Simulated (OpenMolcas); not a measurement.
# UB3LYP/STO-3G run of SiH3O (SMILES [O][SiH3])

We compute a single-point energy of SiH3O. 

The results are computed with OpenMolcas 26.06.

2 further runs of the same task are left out: 2 set aside as unsound or not needed.

### Step 1. Starting point

SiH3O has 5 atoms, charge 0, and is taken as a doublet. SMILES: `[O][SiH3]`. The Si2–H5 distance was set to 2.992 Å, away from the relaxed value. At this shape a bond of the SMILES string is far longer than usual.

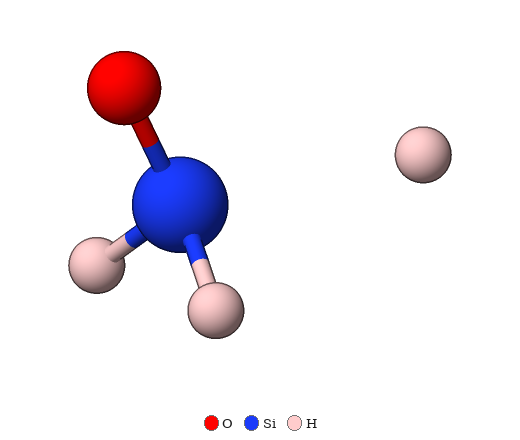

The structure, seen from a chosen angle (oxygen red, silicon blue, hydrogen pink).

### Step 2. A single-point energy at UB3LYP/STO-3G

geom.xyz reads:

```xyz
5

O     -2.399695    -0.850298     0.545596
Si    -1.048935    -1.110308    -0.124744
H     -1.103735    -1.360548    -1.592104
H     -0.297195    -2.277408     0.428316
H      0.917210     1.125960     0.164480
```

run.input reads:

```
* H3OSi Kohn-Sham DFT
>>> EXPORT MOLCAS_PRINT=2
&gateway
baslib=$CurrDir
coord=geom.xyz
basis=STO-3G
group=NoSym
&seward
gridinput
Grid=UltraFine
End of Grid
&scf
uhf
spin=2
ksdft=B3LYP
thresholds=1e-10 1e-07 1e-07 1e-05
prorbitals=1 1
```

The basis set STO-3G is read from a file made from the Basis Set Exchange's data (not shown).

Launch:

```
$ export MOLCAS_MEM=1860
$ pymolcas run.input > run.log
```

What values should one expect? Wanted: total energy; dipole moment; HOMO energy; LUMO energy; ⟨S²⟩.

Answer, from the run:

At UB3LYP/STO-3G:

| quantity | value |
| --- | --- |
| total energy | -361.88699 Eh |
| dipole moment | 1.75 D |
| HOMO energy (highest over α and β) | -3.52 eV |
| LUMO energy (lowest over α and β) | 0.43 eV |
| ⟨S²⟩ | 0.783 |

What this shows: Mulliken charges run from -0.36 on O1 to +0.62 on Si2; they depend strongly on the basis.
